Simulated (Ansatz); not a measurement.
# 1T-PtS2 of n layers: modes against thickness, part 2 of 2

Aim: how do the zone-centre modes of 1T-PtS2 of n layers change with n?

Ansatz 0.2.0; DFT PBE+D3(BJ), scalar-relativistic, plane waves, PAW; PAW set soft_1.

So far. Step 3 (A member of the series: n = 1): The largest force component left is 0.0059 meV/Å. Step 4 (Modes of this member: n = 1): With the three translations set apart, the lowest mode of the cell is real, 292 cm⁻¹, and the highest lies at 330.2 cm⁻¹.

## 6. Relaxation of a member: n = 3

The relaxation for n = 3 is finished with tight tolerances.

Contents of input.yaml:

```yaml
crystal:
  lattice:
    - [3.5679434713, 0.0, 0.0]
    - [-1.7839717357, 3.0899296855, 0.0]
    - [0.0, 0.0, 48.75998592]
  atoms:
    - { symbol: Pt, position: [0.0, 0.0, 0.1955160183] }
    - { symbol: S, position: [0.3333333333, 0.6666666667, 0.2202288608] }
    - { symbol: S, position: [0.6666666667, 0.3333333333, 0.1701321765] }
    - { symbol: Pt, position: [0.0, 0.0, 0.2920427422] }
    - { symbol: S, position: [0.3333333333, 0.6666666667, 0.3169668427] }
    - { symbol: S, position: [0.6666666667, 0.3333333333, 0.2671186418] }
    - { symbol: Pt, position: [0.0, 0.0, 0.3885694662] }
    - { symbol: S, position: [0.3333333333, 0.6666666667, 0.413953308] }
    - { symbol: S, position: [0.6666666667, 0.3333333333, 0.3638566237] }
  periodic: [true, true, false]
kpoints:
  mp_grid: { grid: [9, 9, 1] }
hamiltonian:
  xc: pbe
  dispersion: d3bj
  pseudopotentials: { kind: paw, azcp: { folder: soft_1 } }
scf:
  occupations: { method: fixed }
output:
  forces: true
  stress: true
  eigenvalues: true
relax:
  adjacent_minimum: "off"
  f_tol: 0.001
  max_steps: 60
  cell: { stress_2d_tol: 0.002 }
```

Started as:

```
> ansatz run input.yaml --threads 8 --pin off --max-ram 20480MiB --backend cpu --events-out ev --progress --plain --runs-dir out
```

Numbers of over 12 decimals in the logs are rounded to 6 here.

Log:

```text
[...]
Crystal: 9 atoms, lattice volume = 537.564 Å³
Basis set: ecut = 420 eV, 10345 PW (Γ), exchange–correlation on 48×48×720 points (8 copies of the dense FFT grid, shifted against one another)
Bands: 54, of which v1, the nominal top of the filled ones, is band 45 counted from 1 (44 counted from 0)
Symmetry: 12 space group operations
[...]
k-points: 12 of 81
[...]
- { symbol: S, position: [0.333333, 0.666667, 0.220233] }
    - { symbol: S, position: [0.666667, 0.333333, 0.170138] }
    - { symbol: Pt, position: [0, 0, 0.292043] }
    - { symbol: S, position: [0.333333, 0.666667, 0.316966] }
    - { symbol: S, position: [0.666667, 0.333333, 0.267120] }
    - { symbol: Pt, position: [0, 0, 0.388564] }
    - { symbol: S, position: [0.333333, 0.666667, 0.413947] }
    - { symbol: S, position: [0.666667, 0.333333, 0.363852] }
[key lines of the parts left out:]
SCF converged after 14 iterations
Free energy (F): -42993.046209 eV
Fermi energy:    -5.445283 eV
P = ½ c Tr σ = 0.0004 N/m
```

Run time: 17 s. Hardware: 8 threads of Arm Neoverse V1, shared host; peak memory 1.7 GiB; 2.2 min of CPU time.

Little changed from the start: no atom moved by 0.005 Å and no cell edge by 0.1 %.

This step gave:

```yaml
gap_on_the_k_mesh: 0.7443 eV
```

The largest force component left is 0.12 meV/Å.

## 7. Modes of this member: n = 3

The zone-centre modes follow for n = 3.

Contents of input.yaml:

```yaml
crystal:
  lattice:
    - [3.5679580646, 0.0, 0.0]
    - [-1.7839790323, 3.0899423236, 0.0]
    - [0.0, 0.0, 48.75998592]
  atoms:
    - { symbol: Pt, position: [0.0, 0.0, 0.1955216132] }
    - { symbol: S, position: [0.3333333333, 0.6666666667, 0.2202332179] }
    - { symbol: S, position: [0.6666666667, 0.3333333333, 0.1701381197] }
    - { symbol: Pt, position: [0.0, 0.0, 0.2920427422] }
    - { symbol: S, position: [0.3333333333, 0.6666666667, 0.3169657831] }
    - { symbol: S, position: [0.6666666667, 0.3333333333, 0.2671197014] }
    - { symbol: Pt, position: [0.0, 0.0, 0.3885638712] }
    - { symbol: S, position: [0.3333333333, 0.6666666667, 0.4139473648] }
    - { symbol: S, position: [0.6666666667, 0.3333333333, 0.3638522666] }
  periodic: [true, true, false]
kpoints:
  mp_grid: { grid: [9, 9, 1] }
hamiltonian:
  xc: pbe
  dispersion: d3bj
  pseudopotentials: { kind: paw, azcp: { folder: soft_1 } }
scf:
  occupations: { method: fixed }
output:
  eigenvalues: true
phonons:
  method: dfpt
```

Log:

```text
[...]
Crystal: 9 atoms, lattice volume = 537.568 Å³
Basis set: ecut = 420 eV, 10345 PW (Γ), exchange–correlation on 48×48×720 points (8 copies of the dense FFT grid, shifted against one another)
Bands: 54, of which v1, the nominal top of the filled ones, is band 45 counted from 1 (44 counted from 0)
Symmetry: 12 space group operations
[...]
° read free of the cell's end (the report's vacuum.weakly_bound_levels)
[...]
ASR residual: 1.826e-4 → 0.000e0 eV/Å²; symmetrization residual: 1.753e-5 eV/Å²
[...]
ASR residual per site (eV/Å²): 1.07e-4 2.06e-6 6.70e-5 1.83e-4 5.56e-6 5.53e-6 1.16e-4 5.51e-5 9.33e-6
  Γ frequencies (cm⁻¹): 0.00 0.00 0.00 23.72 25.82 25.82 41.62 41.62 42.35 286.64 286.64 287.18 287.18 293.22 293.22 309.11 309.11 318.33 319.11 325.55 325.55 326.16 328.76 336.12 337.65 341.06 341.06
[...]
[key lines of the parts left out:]
SCF converged after 15 iterations
Free energy (F): -42993.046209 eV
Fermi energy:    -5.445283 eV
```

The job ended after 4.8 min (8 threads; peak memory 3.2 GiB; 34 min of CPU time).

Numbers from this step:

| Item | Value |
| --- | --- |
| sum-rule residual before enforcement | 1.83e-4 eV/Å² |
| highest mode at the zone centre of this cell (no LO-TO term) | 341.1 cm⁻¹ |
| lowest mode at the zone centre of this cell, translations apart | 23.72 cm⁻¹ |

Without the LO-TO term. Patterns of degenerate modes are one choice out of their space. The modes at Γ (shares of kinetic energy by element, %):

```
mode  frequency (cm⁻¹)  symmetry  Pt %  S %
   1               0.0  acoustic    75   25
   2               0.0  acoustic    75   25
   3               0.0  acoustic    75   25
   4              23.7       A1g    76   24
   5              25.8        Eg    77   23
   6              25.8        Eg    77   23
   7              41.6        Eu    79   21
   8              41.6        Eu    79   21
   9              42.4       A2u    78   22
  10             286.6        Eg     3   97
  11             286.6        Eg     3   97
  12             287.2        Eu     3   97
  13             287.2        Eu     3   97
  14             293.2        Eg     0  100
  15             293.2        Eg     0  100
  16             309.1        Eu    23   77
  17             309.1        Eu    23   77
  18             318.3       A2u    19   81
  19             319.1       A1g    16   84
  20             325.6        Eg    20   80
  21             325.6        Eg    20   80
  22             326.2       A2u    16   84
  23             328.8       A1g     1   99
  24             336.1       A1g     6   94
  25             337.6       A2u    12   88
  26             341.1        Eu    19   81
  27             341.1        Eu    19   81
```

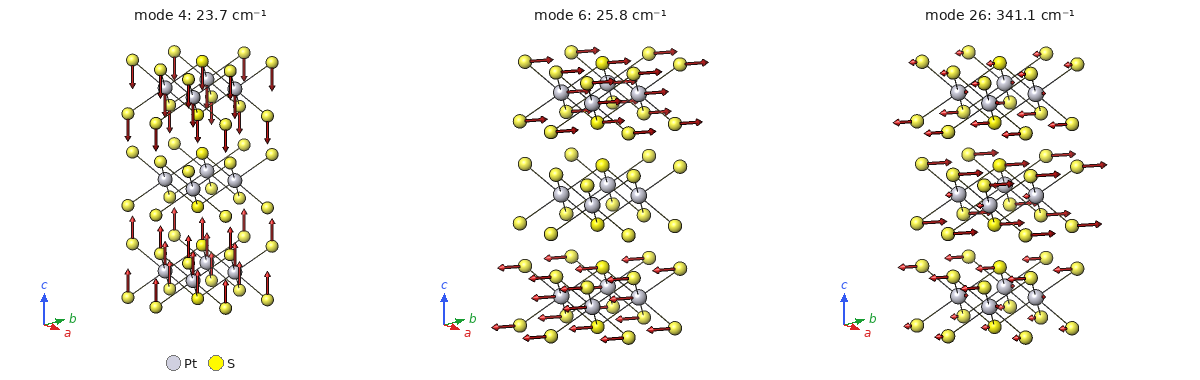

Displacement patterns of modes 4, 6 and 26 at Γ; arrows are exaggerated. Some periodic images of atoms are drawn too.

With the three translations set apart, the lowest mode of the cell is real, 23.7 cm⁻¹, and the highest lies at 341.1 cm⁻¹.

## 8. All members side by side

The members are set side by side, also those not shown above.

Levels are modes at the zone centre of the cell, translations apart; they are counted by rank, so a column need not follow one mode. Cells along the series:

```
n  atoms in the cell  space group  first cell vector (Å)  lowest level (cm⁻¹)  second level from below (cm⁻¹)  third level from below (cm⁻¹)  highest level (cm⁻¹)  gap on mesh (eV)
1                  3        P-3m1                  3.542                291.6                           314.4                          319.5                 330.2             1.836
2                  6        P-3m1                   3.56                32.54                           33.92                          287.5                 339.7            0.8793
3                  9        P-3m1                  3.568                23.72                           25.82                          41.62                 341.1            0.7443
```

## 9. What came out

| Property | Result |
| --- | --- |
| members | 3 |
| highest level, n = 1 | 330.2 cm⁻¹ |
| highest level, n = 3 | 341.1 cm⁻¹ |

What this shows: From n = 1 to 3 the lowest level goes from 291.6 to 23.7 cm⁻¹ and the highest from 330.2 to 341.1 cm⁻¹. These are levels by rank and need not be the same mode: a single layer has no interlayer modes, which come lowest from two layers on. These are harmonic frequencies at zero temperature: anharmonic shifts, linewidths and thermal expansion are left out. Spin-orbit coupling is left out, which can matter for the heavy elements here. In the phonons the program holds the C6 weights of the dispersion term fixed, leaving out their change with coordination. In a sheet the LO-TO splitting vanishes at the zone centre, so no such term is missing here.

[Logs are printed without paths, hosts, clocks, repeated set-up lines and the standing remarks that a program may print on its own settings, such as how far it seeks lower states.]

[Hosts, paths, dates, database ids (printed as entryN), source tags and the programs' standing remarks are cut or masked in the printed files.]
